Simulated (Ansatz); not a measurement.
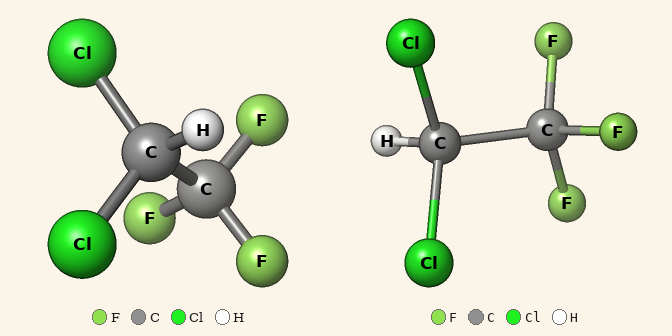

Two views of one molecule.

The geometry was computed by an optimisation with PBE0-D4/def2-TZVP.

Which formula does it have?

C2HCl2F3, 8 atoms: 2 carbon, 1 hydrogen, 2 chlorine and 3 fluorine.

Describe its rings.

It has no ring.

Name some functional groups or characteristic bonds that it holds.

Among them: C–F bond, C–Cl bond.

More results for the same structure follow; atom numbers are the same in all pictures, views and colours differ.

## Symmetry

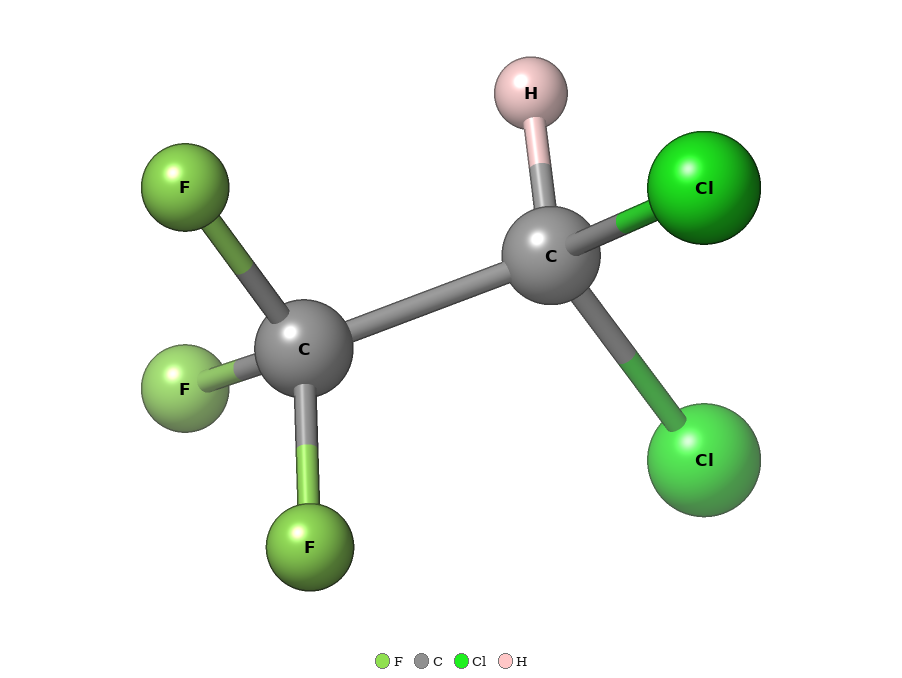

Distant atoms are faded towards the background colour.

Which symmetry elements does this geometry have?

It has 1 mirror plane, so the point group is Cs. The group has 2 operations. The geometry is achiral, and symmetry allows a dipole moment.

## Vibrations

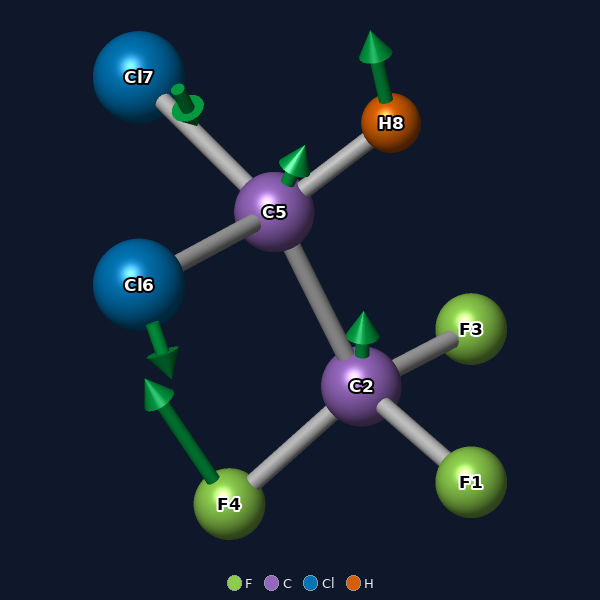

The arrows show one normal mode. Harmonic vibrations computed with RKS PBE0-D4/def2-TZVP (Ansatz 0.2.0) at a stationary point of the same level.

What kind of motion is it?

Mostly angle bending.

Estimate its harmonic wavenumber.

211 cm⁻¹; it is mode 3 of 18 counted from the lowest.

## Charges

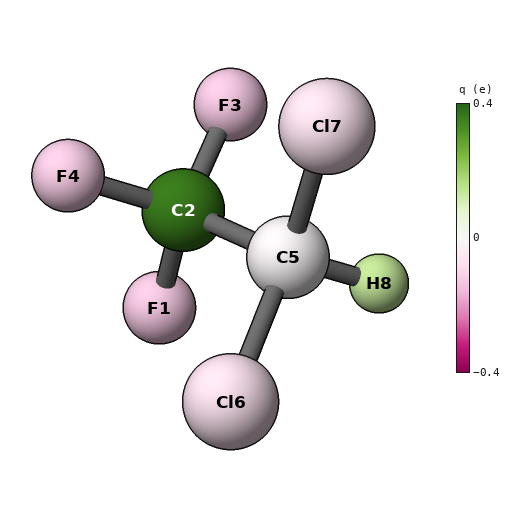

Atoms are coloured by their Mulliken charges. Properties computed with RKS PBE-D4/def2-TZVPP (Ansatz 0.2.0).

Which atom carries the highest charge (most positive or least negative)?

C2 (0.36 e).

And the lowest?

F1, F3 (−0.12 e).

List the Mulliken charges.

```csv
atom,value (e)
F1,−0.12
C2,0.36
F3,−0.12
F4,−0.11
C5,−0.01
Cl6,−0.07
Cl7,−0.07
H8,0.14
```

## Electronic properties

Level of theory: RKS CAM-B3LYP-D4/def2-TZVPP (Ansatz 0.2.0).

Predict the main results.

- HOMO energy (Kohn–Sham orbital): −10.68 eV
- LUMO energy (Kohn–Sham orbital): 0.79 eV
- HOMO–LUMO gap: 11.47 eV
- dispersion correction: −18.6 kJ/mol

Mulliken values depend strongly on the basis set and can even reverse the polarity of a bond.
